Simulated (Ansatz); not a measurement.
# AlH3Cl− (SMILES [AlH3-][Cl]): B2PLYP/STO-3G

What is the vertical singlet–triplet gap of AlH3Cl− at B2PLYP/STO-3G? 

The calculation is run with Ansatz 0.2.0.

5 further runs of the same task are left out: 3 that didn't finish, 2 set aside as unsound or not needed.

## Step 1: The system as given

The species is AlH3Cl− (5 atoms), meant as a singlet with charge -1. As SMILES, `[AlH3-][Cl]`. Geometry: a GFN2-xTB relaxation, a rough one for these elements and not checked as a minimum.

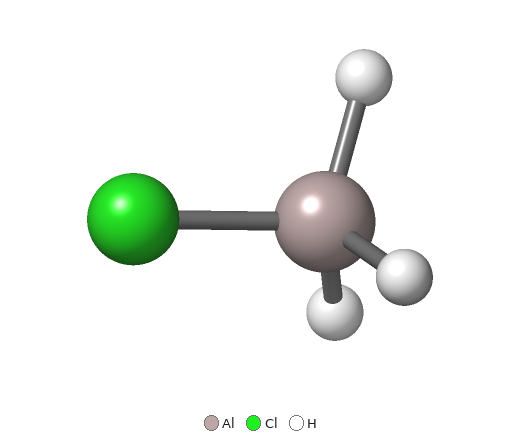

The structure, seen from a chosen angle (aluminium light grey, chlorine green, hydrogen white).

## Step 2: The energy at B2PLYP/STO-3G

Contents of run.yaml:

```yaml
crystal:
  periodic: [false, false, false]
  atoms:
    - {symbol: Al, position_ang: [0.109160, -0.000440, -0.082500]}
    - {symbol: Cl, position_ang: [-1.562720, -0.002110, 1.184250]}
    - {symbol: H, position_ang: [0.226090, 1.478490, -0.704190]}
    - {symbol: H, position_ang: [-0.160190, -1.106410, -1.218300]}
    - {symbol: H, position_ang: [1.387660, -0.369540, 0.820730]}
basis:
  gaussian: {orbitals: STO-3G}
total_charge: -1
hamiltonian: {xc: {name: B2PLYP}}
correlation: {frozen_orbitals: {Al: 5, Cl: 5, H: 0}}
accuracy: high
```

Started as:

```sh
ansatz run run.yaml --threads 1 --pin off --max-ram 2610MiB --events-out events.jsonl --progress --plain --runs-dir runs
```

The program printed:

```text
Warning: RAYON_NUM_THREADS=1 ignored (pool sized by the plan → 1); use --threads N
Functional definition: B2PLYP
  name "B2PLYP"
  parameter a = 0.53
  parameter c = 0.27
  exchange = (1 - a)*b88_x + a*exact_x
  correlation = (1 - c)*lyp_c + c*(mp2_os + mp2_ss)
362 factors; integrals over basis functions are off by at most 7.1e-9 eV
mean field evaluation 1: about -18942.2419 eV, gradient 1.8e1 eV
mean field evaluation 2: about -18942.2316 eV, gradient 1.8e1 eV
mean field evaluation 4: about -18943.4124 eV, gradient 3.0e-1 eV
mean field evaluation 8: about -18943.4110 eV, gradient 8.7e-5 eV
mean field -18943.41096106 eV, -696.1575125137 hartree, gradient 2.0e-8 eV, S^2 0.000000; 0 other end points of the search recorded, 0 dependent functions left out
10 core orbitals not correlated: weight in the atoms' cores, before any rotation towards them, 1.000 or more for the frozen orbitals, at most 0.000 for the correlated occupied ones
reference -18943.41097885 eV, -696.1575131675 hartree; 7, 7 occupied and 4, 4 virtual orbitals, 362 factors
second order -1.29278703 eV of doubles, -0.00000000 eV of singles
Total energy: -18943.76003135 eV, -696.1703406103 hartree
```

It took 2.3 s on 1 thread of Intel Xeon Platinum 8259CL at 2.50GHz (Skylake/Cascade Lake), shared host; peak memory 0.12 GiB.

## Step 3: The triplet, same level

Changes to run.yaml since step 2:

```diff
@@ -9,6 +9,12 @@
 basis:
-  gaussian: {orbitals: STO-3G}
+  gaussian:
+    orbitals: STO-3G
+magnetization:
+  spin_polarized: true
+  initial_magnetization: 2
+correlation:
+  frozen_orbitals: {Al: 5, Cl: 5, H: 0}
+accuracy: high
 total_charge: -1
-hamiltonian: {xc: {name: B2PLYP}}
-correlation: {frozen_orbitals: {Al: 5, Cl: 5, H: 0}}
-accuracy: high
+hamiltonian:
+  xc: {name: B2PLYP}
```

Started as:

```sh
ansatz run run.yaml --threads 1 --pin off --max-ram 2610MiB --events-out events.jsonl --progress --plain --runs-dir runs
```

The program printed (excerpt; [...] marks lines left out):

```text
Warning: RAYON_NUM_THREADS=1 ignored (pool sized by the plan → 1); use --threads N
[... 2 set-up lines as earlier in the session ...]
[...]
362 factors; integrals over basis functions are off by at most 7.1e-9 eV
[...]
mean field -18931.68754657 eV, -695.7266849778 hartree, gradient 2.1e-8 eV, S^2 2.003224; 2 other end points of the search recorded, 0 dependent functions left out
10 core orbitals not correlated: weight in the atoms' cores, before any rotation towards them, 0.999 or more for the frozen orbitals, at most 0.000 for the correlated occupied ones
reference -18931.68756469 eV, -695.7266856435 hartree; 8, 6 occupied and 3, 5 virtual orbitals, 362 factors
second order -1.14461448 eV of doubles, -0.00000000 eV of singles
Total energy: -18931.99661059 eV, -695.7380428711 hartree
```

It took 5.1 s on 1 thread of Intel Xeon Platinum 8259CL at 2.50GHz (Skylake/Cascade Lake), shared host; peak memory 0.15 GiB.

## Step 4: Results

At B2PLYP/STO-3G, 10 core orbitals frozen:

| quantity | value |
| --- | --- |
| singlet: total energy | -696.17034 Eh |
| triplet: total energy | -695.73804 Eh |
| triplet: ⟨S²⟩ | 2.003 |
| vertical energy of the triplet above the singlet | 11.763 eV |

**Reading.** At this shape the triplet lies 11.76 eV (271 kcal/mol) above the singlet. For an anion a state so high probably lies above electron detachment. In a minimal basis such a difference can be off by several eV, whatever the method.
